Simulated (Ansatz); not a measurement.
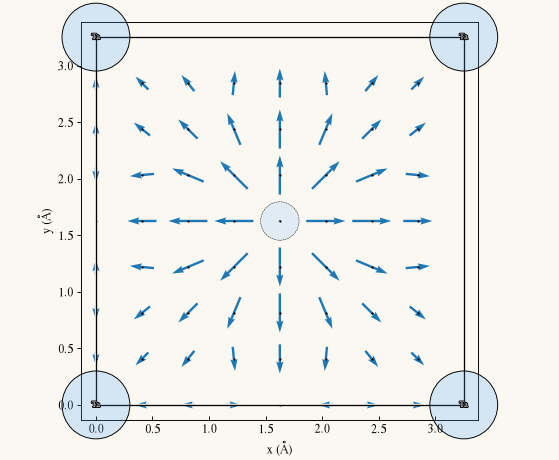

F on a Ta(100) slab cut from the Im-3m phase, its upper half relaxed before the scan (4 atoms of substrate and one adsorbate in a 1 × 1 cell). 
- F is moved over the surface cell; relaxed at each place: the height of the adsorbate's atoms; substrate rigid; the origin of the map has the adsorbate above Ta4.
- Places are given modulo a cell vector. The map is drawn in real space over the plane of the surface.
- The scan uses an 8 × 8 grid; 15 points were computed and 49 follow by symmetry.
- With one adsorbate in each 1 × 1 cell, its nearest image is 3.3 Å away, so neighbouring adsorbates interact.
- Computed with Ansatz, DFT LDA, scalar-relativistic, plane waves, PAW. Settings: cutoff 420 eV, k-mesh 8×8×1, gaussian smearing 0.1 eV, no spin polarisation.

The picture shows dots at the grid points, arrows along the force (downhill), their lengths compressed, labelled circles for the atoms of the top layer and small ones for the second layer, the outline of one cell of the plane.

> The arrows alone are given. Where are the wells?

The arrows converge at the top site over a surface Ta atom, (0/8, 0/8) of the cell vectors; a bridge site between two Ta atoms, (0/8, 4/8) of the cell vectors (0.031 eV up); a bridge site between two Ta atoms, (4/8, 0/8) of the cell vectors (0.031 eV up) (read from the interpolated surface).

The energy map of the same scan:

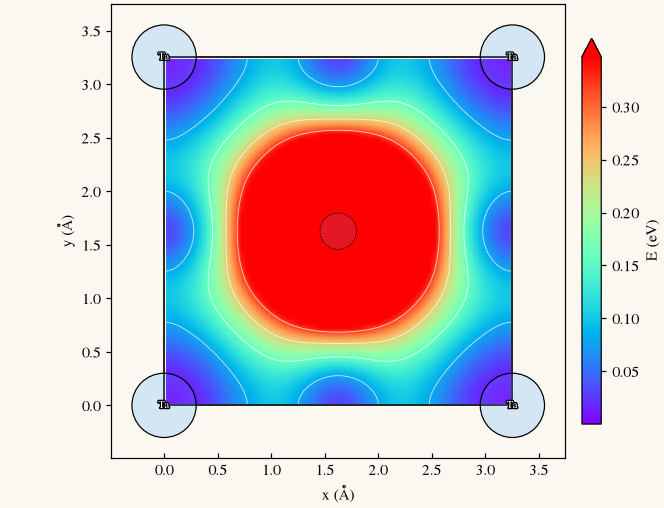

Energies are in eV, from the lowest grid point; between grid points the surface is interpolated.

PAW datasets: the set soft_1.
